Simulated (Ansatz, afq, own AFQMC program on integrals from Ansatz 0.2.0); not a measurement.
# SiH2Cl (doublet): quantum Monte Carlo beside coupled cluster at distance Cl1–H2 along a hydrogen transfer = 1.279 Å, cc-pVTZ

How near does AFQMC come to the top of the ladder for SiH2Cl (doublet)?

Computed with Ansatz 0.2.0, Gaussian basis, and an in-house AFQMC program (afq) on its integrals; all values are calculated. Level: cc-pVTZ, frozen cores.

Plan: CCSD(T) on UHF; PBE (unrestricted); r2SCAN (unrestricted); CCSDT(Q) on UHF; PBE0 (unrestricted); B3LYP (unrestricted); wB97M-V (unrestricted); B2PLYP (unrestricted); Phaseless AFQMC, CISD trial on UHF.

### Step 1. The geometry

The geometry derives from fragments relaxed apart (PBE0/def2-TZVP) and kept rigid, so it is no stationary point. A hydrogen atom is moved between rigid fragments.

4 atoms, charge 0, spin multiplicity 2.

Atoms are counted from 1 here; the program's logs count them from 0.

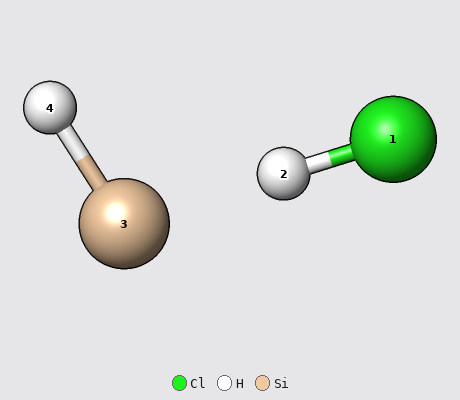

The geometry (chlorine green, hydrogen white, silicon light orange); atoms are numbered from 1 in the order of the file.

### Step 2. CCSD(T) on UHF

in.yaml

```yaml
crystal:
  periodic: [false, false, false]
  atoms:
    - {symbol: Cl, position_ang: [-1.418422, 0.022748, 0.000000]}
    - {symbol: H, position_ang: [-0.139622, 0.022748, 0.000000]}
    - {symbol: Si, position_ang: [1.719578, 0.022748, 0.000000]}
    - {symbol: H, position_ang: [2.116013, -1.456765, 0.000000]}
basis:
  gaussian: {orbitals: cc-pVTZ}
magnetization: {spin_polarized: true, initial_magnetization: 1}
correlation: {method: ccsd_t, electrons: outside_noble_gas, hamiltonian_folder: ham}
```

Started as:

```
> ansatz run in.yaml --threads 1 --pin off --events-out ev --progress --plain --max-ram 16896MiB --backend cuda --devices 0, --max-vram 18GiB
```

The log of the run, shortened:

```text
Functional definition: HF
  name "HF"
  cite "Fock, Z. Phys. 61, 126 (1930) doi:10.1007/BF01340294"
  parent pbe
[...]
561 factors; integrals over basis functions are off by at most 1.3e-3 eV
[...]
mean field -20395.49443988 eV, -749.5205961029 hartree, gradient 2.8e-6 eV, S^2 0.826318; 15 other end points of the search recorded, 0 dependent functions left out
determinant -20395.49443988 eV, -749.5205961029 hartree, with singles and doubles -20404.75071734 eV, -749.8607580255 hartree
determinant -20395.49324482 eV, -749.5205521852 hartree, with singles and doubles -20404.76317797 eV, -749.8612159450 hartree
determinant -20395.43388839 eV, -749.5183708768 hartree, with singles and doubles -20404.65339845 eV, -749.8571816222 hartree
determinant -20395.42443256 eV, -749.5180233812 hartree, with singles and doubles -20404.68632691 eV, -749.8583917208 hartree
determinant -20393.33173325 eV, -749.4411181001 hartree, with singles and doubles -20402.35472079 eV, -749.7727067764 hartree
determinant -20393.25072796 eV, -749.4381412108 hartree, with singles and doubles -20402.28165862 eV, -749.7700217911 hartree
determinant -20393.14316849 eV, -749.4341884730 hartree, with singles and doubles -20402.13357851 eV, -749.7645799474 hartree
determinant -20392.05090429 eV, -749.3940485040 hartree, with singles and doubles -20401.43346093 eV, -749.7388511009 hartree
determinant -20395.49443988 eV, -749.5205961029 hartree, with singles and doubles -20404.66923732 eV, -749.8577636901 hartree
determinant -20395.49324482 eV, -749.5205521852 hartree, with singles and doubles -20404.67094123 eV, -749.8578263076 hartree
determinant -20395.43388839 eV, -749.5183708768 hartree, with singles and doubles -20404.57825742 eV, -749.8544202403 hartree
determinant -20395.42443256 eV, -749.5180233812 hartree, with singles and doubles -20404.57918081 eV, -749.8544541743 hartree
10 core orbitals not correlated: weight in the atoms' cores, before any rotation towards them, 1.000 or more for the frozen orbitals, at most 0.000 for the correlated occupied ones
reference -20395.49324482 eV, -749.5205521852 hartree; 7, 6 occupied and 79, 80 virtual orbitals, 561 factors
second order -8.06564457 eV of doubles, -0.00000000 eV of singles
cycle   1  -9.17769936 eV  change   -2.9e-6 eV  update   4.5e-6
perturbative correction -0.34334538 eV, -0.0126177101 hartree
Total energy: -20405.01428956 eV, -749.8704441260 hartree
```

It took 4.6 s on 1 × NVIDIA H100 80GB HBM3 with 1 thread of AMD EPYC 7R13 (Zen 3), shared host; peak host memory 0.84 GiB.

From the report: ⟨S²⟩ of the determinant 0.781 (pure doublet: 0.75); correlation -9.5210 eV; T1 0.015; largest double amplitude 0.07.

This run also writes the integrals to the folder ham.

### Step 3. PBE (unrestricted)

Edit in.yaml of step 2 so:

```diff
@@ -10,2 +10,3 @@
 magnetization: {spin_polarized: true, initial_magnetization: 1}
-correlation: {method: ccsd_t, electrons: outside_noble_gas, hamiltonian_folder: ham}
+hamiltonian: {xc: {name: PBE}}
+output: {orbitals: {seedname: orbitals}}
```

Started as:

```
> ansatz run in.yaml --threads 1 --pin off --events-out ev --progress --plain --max-ram 5632MiB --backend cpu
```

The log of the run:

```text
Functional definition: PBE
  name "PBE"
  cite "Perdew, Burke & Ernzerhof, Phys. Rev. Lett. 77, 3865 (1996) doi:10.1103/PhysRevLett.77.3865"
  parent pbe
  parameter kappa = 0.804
  parameter beta = 0.06672455060314922
  exchange = pbe_x(kappa = kappa, mu = beta*pi^2/3)
  correlation = pbe_c(beta = beta)
668 factors; their error is unknown
mean field evaluation 1: about -20420.2527 eV, gradient 1.3e1 eV
mean field evaluation 2: about -20418.1339 eV, gradient 2.1e1 eV
mean field evaluation 4: about -20421.3443 eV, gradient 1.8e0 eV
mean field evaluation 8: about -20421.3350 eV, gradient 1.3e-1 eV
mean field evaluation 16: about -20421.3351 eV, gradient 2.1e-5 eV
mean field evaluation 32: about -20421.2202 eV, gradient 9.4e-6 eV
mean field -20421.33514619 eV, -750.4702245443 hartree, gradient 6.0e-6 eV, S^2 0.754796; 5 other end points of the search recorded, 0 dependent functions left out
reference -20421.33517731 eV, -750.4702256880 hartree; 17, 16 occupied and 79, 80 virtual orbitals, 668 factors
Total energy: -20421.33517731 eV, -750.4702256880 hartree
```

Run time: 5.5 s. Hardware: 1 thread of AMD EPYC 7R13 (Zen 3), shared host; peak memory 0.72 GiB.

From the report: ⟨S²⟩ of the determinant 0.755 (pure doublet: 0.75).

### Step 4. r2SCAN (unrestricted)

Edit in.yaml of step 3 so:

```diff
@@ -10,3 +10,2 @@
 magnetization: {spin_polarized: true, initial_magnetization: 1}
-hamiltonian: {xc: {name: PBE}}
-output: {orbitals: {seedname: orbitals}}
+hamiltonian: {xc: {name: r2SCAN}}
```

The command is unchanged.

The log of the run:

```text
Functional definition: r2SCAN
  name "r2SCAN"
  cite "Furness, Kaplan, Ning, Perdew & Sun, J. Phys. Chem. Lett. 11, 8208 (2020) doi:10.1021/acs.jpclett.0c02405"
  cite "Furness, Kaplan, Ning, Perdew & Sun, J. Phys. Chem. Lett. 11, 9248 (2020) doi:10.1021/acs.jpclett.0c03077"
  parent r2scan
  parameter k0 = 0.174
  parameter k1 = 0.065
  parameter a1 = 4.9479
  exchange = r2scan_x(k0 = k0, k1 = k1, a1 = a1)
  correlation = r2scan_c
668 factors; their error is unknown
mean field evaluation 1: about -20428.0287 eV, gradient 1.1e1 eV
mean field evaluation 2: about -20427.8034 eV, gradient 1.3e1 eV
mean field evaluation 4: about -20428.9020 eV, gradient 1.0e0 eV
mean field evaluation 8: about -20428.8766 eV, gradient 3.1e-2 eV
mean field evaluation 16: about -20428.8766 eV, gradient 4.0e-5 eV
mean field evaluation 32: about -20428.7789 eV, gradient 1.4e-5 eV
mean field -20428.87662187 eV, -750.7473686639 hartree, gradient 5.9e-6 eV, S^2 0.760186; 5 other end points of the search recorded, 0 dependent functions left out
reference -20428.87663228 eV, -750.7473690465 hartree; 17, 16 occupied and 79, 80 virtual orbitals, 668 factors
Total energy: -20428.87663228 eV, -750.7473690465 hartree
```

Wall time 13 s (1 thread of AMD EPYC 7R13 (Zen 3), shared host); peak memory 0.72 GiB.

From the report: ⟨S²⟩ of the determinant 0.760 (pure doublet: 0.75).

### Step 5. CCSDT(Q) on UHF

Edit in.yaml of step 4 so:

```diff
@@ -10,2 +10,2 @@
 magnetization: {spin_polarized: true, initial_magnetization: 1}
-hamiltonian: {xc: {name: r2SCAN}}
+correlation: {method: ccsdt_q, electrons: outside_noble_gas}
```

Started as:

```
> ansatz run in.yaml --threads 1 --pin off --events-out ev --progress --plain --max-ram 16896MiB --backend cuda --devices 0, --max-vram 18GiB
```

The log of the run, shortened:

```text
Functional definition: HF
  name "HF"
  cite "Fock, Z. Phys. 61, 126 (1930) doi:10.1007/BF01340294"
  parent pbe
[...]
1151 factors; integrals over basis functions are off by at most 2.1e-7 eV
[...]
mean field -20395.49446769 eV, -749.5205971249 hartree, gradient 1.9e-6 eV, S^2 0.826319; 16 other end points of the search recorded, 0 dependent functions left out
determinant -20395.49446769 eV, -749.5205971249 hartree, with singles and doubles -20404.75076416 eV, -749.8607597461 hartree
determinant -20395.49327258 eV, -749.5205532054 hartree, with singles and doubles -20404.76322589 eV, -749.8612177063 hartree
determinant -20395.43391931 eV, -749.5183720131 hartree, with singles and doubles -20404.65344800 eV, -749.8571834431 hartree
determinant -20395.42446346 eV, -749.5180245169 hartree, with singles and doubles -20404.68637695 eV, -749.8583935597 hartree
[...]
determinant -20395.49327258 eV, -749.5205532054 hartree, with singles and doubles -20404.67096039 eV, -749.8578270117 hartree
determinant -20395.43391931 eV, -749.5183720131 hartree, with singles and doubles -20404.57827987 eV, -749.8544210651 hartree
determinant -20395.42446346 eV, -749.5180245169 hartree, with singles and doubles -20404.57920345 eV, -749.8544550064 hartree
10 core orbitals not correlated: weight in the atoms' cores, before any rotation towards them, 1.000 or more for the frozen orbitals, at most 0.000 for the correlated occupied ones
reference -20395.49327258 eV, -749.5205532054 hartree; 7, 6 occupied and 79, 80 virtual orbitals, 1151 factors
second order -8.06567384 eV of doubles, -0.00000000 eV of singles
cycle   1  -8.82894342 eV  change   -7.6e-1 eV  update   8.7e-2
[...]
cycle  19  -9.55643198 eV  change   -7.7e-7 eV  update   8.8e-7
perturbative correction -0.01562021 eV, -0.0005740321 hartree
Total energy: -20405.06532476 eV, -749.8723196350 hartree
```

Wall time 18 s (1 × NVIDIA H100 80GB HBM3 with 1 thread of AMD EPYC 7R13 (Zen 3), shared host); peak host memory 1.1 GiB.

From the report: ⟨S²⟩ of the determinant 0.781 (pure doublet: 0.75); correlation -9.5721 eV; T1 0.015; largest double amplitude 0.08.

### Step 6. PBE0 (unrestricted)

Edit in.yaml of step 5 so:

```diff
@@ -10,2 +10,3 @@
 magnetization: {spin_polarized: true, initial_magnetization: 1}
-correlation: {method: ccsdt_q, electrons: outside_noble_gas}
+hamiltonian: {xc: {name: PBE0}}
+output: {orbitals: {seedname: orbitals}}
```

Started as:

```
> ansatz run in.yaml --threads 1 --pin off --events-out ev --progress --plain --max-ram 5632MiB --backend cpu
```

The log of the run:

```text
Functional definition: PBE0
  name "PBE0"
  cite "Adamo & Barone, J. Chem. Phys. 110, 6158 (1999) doi:10.1063/1.478522"
  cite "Perdew, Burke & Ernzerhof, Phys. Rev. Lett. 77, 3865 (1996) doi:10.1103/PhysRevLett.77.3865"
  parent pbe
  parameter a = 0.25
  parameter kappa = 0.804
  parameter beta = 0.06672455060314922
  exchange = (1 - a)*pbe_x(kappa = kappa, mu = beta*pi^2/3) + a*exact_x
  correlation = pbe_c(beta = beta)
703 factors; their error is unknown
mean field evaluation 1: about -20422.2241 eV, gradient 1.0e1 eV
mean field evaluation 2: about -20422.4231 eV, gradient 9.8e0 eV
mean field evaluation 4: about -20422.9551 eV, gradient 5.0e-1 eV
mean field evaluation 8: about -20423.0660 eV, gradient 1.9e-1 eV
mean field evaluation 16: about -20423.0660 eV, gradient 2.9e-5 eV
mean field evaluation 32: about -20423.0660 eV, gradient 7.4e-6 eV
mean field -20423.06600226 eV, -750.5338323317 hartree, gradient 7.4e-6 eV, S^2 0.757971; 2 other end points of the search recorded, 0 dependent functions left out
reference -20423.06602580 eV, -750.5338331968 hartree; 17, 16 occupied and 79, 80 virtual orbitals, 703 factors
Total energy: -20423.06602580 eV, -750.5338331968 hartree
```

It took 4.8 s on 1 thread of AMD EPYC 7R13 (Zen 3), shared host; peak memory 0.72 GiB.

From the report: ⟨S²⟩ of the determinant 0.758 (pure doublet: 0.75).

### Step 7. B3LYP (unrestricted)

Edit in.yaml of step 6 so:

```diff
@@ -10,3 +10,2 @@
 magnetization: {spin_polarized: true, initial_magnetization: 1}
-hamiltonian: {xc: {name: PBE0}}
-output: {orbitals: {seedname: orbitals}}
+hamiltonian: {xc: {name: B3LYP}}
```

Launched as before.

The log of the run, shortened:

```text
Functional definition: B3LYP
  name "B3LYP"
  cite "Stephens, Devlin, Chabalowski & Frisch, J. Phys. Chem. 98, 11623 (1994) doi:10.1021/j100096a001"
  cite "Becke, Phys. Rev. A 38, 3098 (1988) doi:10.1103/PhysRevA.38.3098"
  cite "Lee, Yang & Parr, Phys. Rev. B 37, 785 (1988) doi:10.1103/PhysRevB.37.785"
  cite "Vosko, Wilk & Nusair, Can. J. Phys. 58, 1200 (1980) doi:10.1139/p80-159"
[...]
692 factors; their error is unknown
[...]
mean field -20431.70017384 eV, -750.8511322848 hartree, gradient 6.5e-6 eV, S^2 0.755584; 5 other end points of the search recorded, 0 dependent functions left out
reference -20431.70038584 eV, -750.8511400758 hartree; 17, 16 occupied and 79, 80 virtual orbitals, 692 factors
Total energy: -20431.70038584 eV, -750.8511400758 hartree
```

Run time: 7.5 s. Hardware: 1 thread of AMD EPYC 7R13 (Zen 3), shared host; peak memory 0.82 GiB.

From the report: ⟨S²⟩ of the determinant 0.756 (pure doublet: 0.75).

### Step 8. wB97M-V (unrestricted)

Edit in.yaml of step 7 so:

```diff
@@ -10,2 +10,3 @@
 magnetization: {spin_polarized: true, initial_magnetization: 1}
-hamiltonian: {xc: {name: B3LYP}}
+hamiltonian: {xc: {name: wB97M-V}}
+output: {orbitals: {seedname: orbitals}}
```

The command is unchanged.

The log of the run, shortened:

```text
Functional definition: wB97M-V
  name "wB97M-V"
  cite "Mardirossian & Head-Gordon, J. Chem. Phys. 144, 214110 (2016) doi:10.1063/1.4952647"
  cite "Becke, J. Chem. Phys. 107, 8554 (1997) doi:10.1063/1.475007"
  cite "Vydrov & Van Voorhis, J. Chem. Phys. 133, 244103 (2010) doi:10.1063/1.3521275"
  # Of w^i u^j: cxij and so on, Table III.
[...]
  gx(w, u) = 1 - cx + cx01*u + cx10*w
  gss(w, u) = css00 + css04*u^4 + css10*w + css20*w^2 + css43*w^4*u^3
  gos(w, u) = cos00 + cos10*w + (cos20 + cos21*u)*w^2 + (cos60 + cos61*u)*w^6
[...]
      + integral(e_c_pw_mod_opposite_spin*gos(b97_w_opposite, b97_u_opposite)) + vv10(b, c)
680 factors; their error is unknown
135 factors; integrals over basis functions are off by at most 7.5e-5 eV
[...]
mean field -20429.13915709 eV, -750.7570166550 hartree, gradient 9.9e-6 eV, S^2 0.753086; 1 other end points of the search recorded, 0 dependent functions left out
reference -20429.13919235 eV, -750.7570179510 hartree; 17, 16 occupied and 79, 80 virtual orbitals, 680 factors
Total energy: -20429.13919235 eV, -750.7570179510 hartree
```

It took 15 s on 1 thread of AMD EPYC 7R13 (Zen 3), shared host; peak memory 1.6 GiB.

From the report: ⟨S²⟩ of the determinant 0.753 (pure doublet: 0.75).

### Step 9. B2PLYP (unrestricted)

Edit in.yaml of step 8 so:

```diff
@@ -10,3 +10,3 @@
 magnetization: {spin_polarized: true, initial_magnetization: 1}
-hamiltonian: {xc: {name: wB97M-V}}
-output: {orbitals: {seedname: orbitals}}
+hamiltonian: {xc: {name: B2PLYP}}
+correlation: {electrons: outside_noble_gas}
```

The command is unchanged.

The log of the run, shortened:

```text
Functional definition: B2PLYP
  name "B2PLYP"
  cite "Grimme, J. Chem. Phys. 124, 034108 (2006) doi:10.1063/1.2148954"
  cite "Becke, Phys. Rev. A 38, 3098 (1988) doi:10.1103/PhysRevA.38.3098"
  cite "Lee, Yang & Parr, Phys. Rev. B 37, 785 (1988) doi:10.1103/PhysRevB.37.785"
[...]
561 factors; integrals over basis functions are off by at most 1.3e-3 eV
[...]
mean field -20421.00898473 eV, -750.4582383318 hartree, gradient 4.0e-6 eV, S^2 0.762426; 4 other end points of the search recorded, 0 dependent functions left out
10 core orbitals not correlated: weight in the atoms' cores, before any rotation towards them, 1.000 or more for the frozen orbitals, at most 0.000 for the correlated occupied ones
reference -20421.00911998 eV, -750.4582433022 hartree; 7, 6 occupied and 79, 80 virtual orbitals, 561 factors
second order -9.92559570 eV of doubles, -0.00000000 eV of singles
Total energy: -20423.68903082 eV, -750.5567282090 hartree
```

It took 6.5 s on 1 thread of AMD EPYC 7R13 (Zen 3), shared host; peak memory 1.6 GiB.

From the report: ⟨S²⟩ of the determinant 0.762 (pure doublet: 0.75).

### Step 10. Phaseless AFQMC, CISD trial on UHF

It reads the integrals that the CCSD(T) run on this determinant wrote.

Started as:

```
> afq ham --method phaseless --trial cisd --walkers 1500 --populations 20 --least-time 60 --time-step 0.005 --steps-per-block 50 --equilibration-blocks 28 --max-blocks 4000 --target-error 0.00021 --factor-cut 1e-05 --start spin_pure --seed 4630 --release-times 0.24,0.51,0.99,1.62,2.4 --release-step 0.03 --release-every 3 --taylor-order 6
```

The log of the run:

```text
orbitals 86  electrons 7 6  factors 547 of 561
reference energy -749.52055219 Eh
CCSD correlation -0.33727441 Eh in 13 cycles, weight of the determinant in the CISD state 0.8464
energy of the start -749.855953 Eh
 block  time / (1/Eh)  mean weight  energy / Eh
     1     0.250  0.9994  -749.851356
     2     0.500  1.0001  -749.855386
     3     0.750  0.9998  -749.859352
     4     1.000  0.9999  -749.861707
     5     1.250  0.9999  -749.863859
     6     1.500  1.0006  -749.866744
     7     1.750  0.9997  -749.868801
     8     2.000  1.0005  -749.869406
     9     2.250  1.0004  -749.869392
    10     2.500  0.9995  -749.870857
    11     2.750  1.0000  -749.871133
    13     3.250  0.9998  -749.871828
    15     3.750  1.0006  -749.870580
    17     4.250  0.9999  -749.871252
    19     4.750  1.0003  -749.872938
    21     5.250  1.0002  -749.872298
    23     5.750  0.9994  -749.870862
    25     6.250  0.9998  -749.870874
    27     6.750  1.0003  -749.870972
    29     7.250  0.9999  -749.869671
    31     7.750  0.9988  -749.868946
    33     8.250  1.0001  -749.870978
    35     8.750  1.0004  -749.872591
    37     9.250  1.0004  -749.872715
    39     9.750  1.0005  -749.870435
    41    10.250  1.0001  -749.872127
    43    10.750  0.9998  -749.873710
    45    11.250  0.9993  -749.871953
    47    11.750  1.0002  -749.872371
    49    12.250  0.9996  -749.871853
    51    12.750  0.9998  -749.870002
    53    13.250  0.9992  -749.870424
    55    13.750  1.0000  -749.871934
    57    14.250  0.9998  -749.871612
    59    14.750  1.0000  -749.872166
    61    15.250  1.0000  -749.871546
    63    15.750  1.0000  -749.872831
    65    16.250  0.9993  -749.871311
    67    16.750  0.9997  -749.873716
    69    17.250  1.0013  -749.870963
    71    17.750  1.0002  -749.872414
    73    18.250  0.9998  -749.871971
    75    18.750  1.0001  -749.870717
    77    19.250  0.9999  -749.871601
    79    19.750  1.0003  -749.871155
    81    20.250  1.0004  -749.869570
    83    20.750  1.0012  -749.870907
    85    21.250  0.9999  -749.871436
    87    21.750  1.0007  -749.872593
    89    22.250  0.9998  -749.872365
    91    22.750  0.9998  -749.872462
    93    23.250  1.0005  -749.870792
    95    23.750  1.0001  -749.870062
    97    24.250  0.9999  -749.871170
    99    24.750  0.9997  -749.873138
   101    25.250  0.9999  -749.871369
   103    25.750  1.0008  -749.872194
   105    26.250  0.9994  -749.869954
   107    26.750  1.0002  -749.871312
   109    27.250  1.0009  -749.872355
   111    27.750  0.9996  -749.873007
   113    28.250  1.0004  -749.870810
   115    28.750  0.9997  -749.870779
   117    29.250  0.9999  -749.870847
error from the spread of 20 populations
released: time / (1/Eh)  energy / Eh  error  mean overlap
  0.24  -749.872032  0.000137  0.9955
  0.51  -749.872216  0.000151  0.9938
  0.99  -749.872267  0.000166  0.9931
  1.62  -749.872408  0.000224  0.9866
  2.40  -749.872703  0.000360  0.9685
energy -749.871527 +/- 0.000209 Eh
```

It took 68 s on 1 × NVIDIA H100 80GB HBM3 with 2 threads of AMD EPYC 7R13 (Zen 3), shared host; peak host memory 1.6 GiB.

Energy -20405.0438 ± 0.0057 eV. Caveats: constraint bias not in the error.

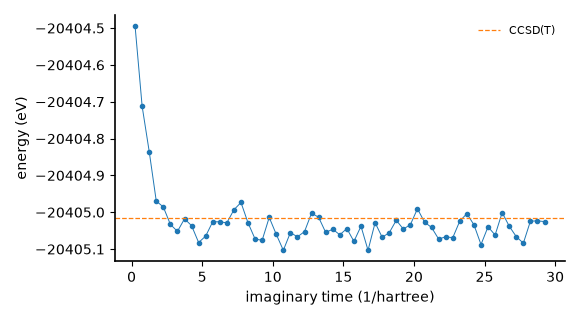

Block energies along the walk.

### Step 11. AFQMC on the ladder

On the UHF determinant, counted from CCSDT(Q) (a yardstick, not exact):

```
                                                level  energy (eV)  from CCSDT(Q) (kJ/mol)  statistical error (kJ/mol)  time
                                                   HF  -20395.4932                  +923.6                                  
                                                  MP2  -20403.5589                  +145.3                                  
                                                 CCSD  -20404.6709                   +38.1                                  
                                              CCSD(T)  -20405.0143                    +4.9                                  
                                             CCSDT(Q)  -20405.0653                     0.0                                  
Phaseless AFQMC, CISD trial, step 0.005, 1500 walkers  -20405.0438                    +2.1                         0.5  68 s
```

The functionals' totals stand on their own zeros and serve differences with other points: PBE -20421.335 eV; r2SCAN -20428.877 eV; PBE0 -20423.066 eV; B3LYP -20431.700 eV; wB97M-V -20429.139 eV; B2PLYP -20423.689 eV.

### Step 12. Outcome

| quantity | value |
| --- | --- |
| CCSD(T) on UHF from CCSDT(Q) | +4.9 kJ/mol |
| Phaseless AFQMC, CISD trial on UHF from CCSDT(Q) | +2.1 ± 0.5 kJ/mol |

In words: On UHF the phaseless walk with the CISD trial lies +2.1 kJ/mol from CCSDT(Q), 4 times its error bar. Error bars are statistical and leave out the constraint, the time step and what remains of the start.
